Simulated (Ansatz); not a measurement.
AlCo (CsCl type)

```cif
data_AlCo
_chemical_formula_sum 'Al1 Co1'
_space_group_name_H-M_alt 'Pm-3m'
_space_group_IT_number 221
_space_group_name_Hall '-P 4 2 3'
_cell_length_a 2.82274
_cell_length_b 2.82274
_cell_length_c 2.82274
_cell_angle_alpha 90.000
_cell_angle_beta 90.000
_cell_angle_gamma 90.000
loop_
_atom_site_label
_atom_site_type_symbol
_atom_site_symmetry_multiplicity
_atom_site_Wyckoff_symbol
_atom_site_fract_x
_atom_site_fract_y
_atom_site_fract_z
_atom_site_occupancy
Al1 Al 1 a 0.00000 0.00000 0.00000 1
Co1 Co 1 b 0.50000 0.50000 0.50000 1
```

Two coordinates are scanned: the volume, and the ratio of the stretch along z (the conventional c axis) to the stretch across it. Atoms keep their fractional coordinates.

These are PBEsol (plane waves to 420 eV, PAW, scalar-relativistic; Ansatz, an electronic-structure program) values and carry that method's errors. k mesh 16×16×16 (Γ-centred), Fermi-Dirac smearing 0.05 eV. E stands for the smeared free energy. With partly filled bands, the response to shear is sensitive to the k mesh, so small differences along c/a are uncertain. AlCo is run without spin polarisation. AlCo was relaxed with its symmetry unable to fall. ΔE is measured from the relaxed starting cell.

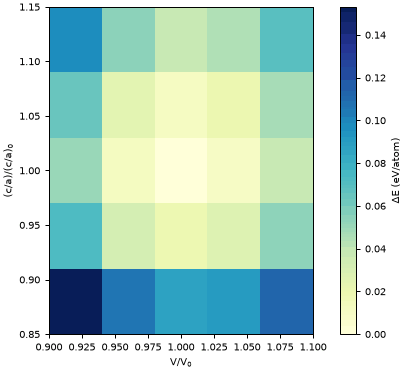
Figure: ΔE (eV/atom) over the 5×5 grid of computed points.

Lowest place on the grid: V/V₀ = 1.000, (c/a)/(c/a)₀ = 1.000 (0 meV/atom). Highest place on the grid: V/V₀ = 0.920, (c/a)/(c/a)₀ = 0.880 (153 meV/atom).

(Under strain, the slope of the energy per volume gives the stress and its curvature an elastic modulus.)
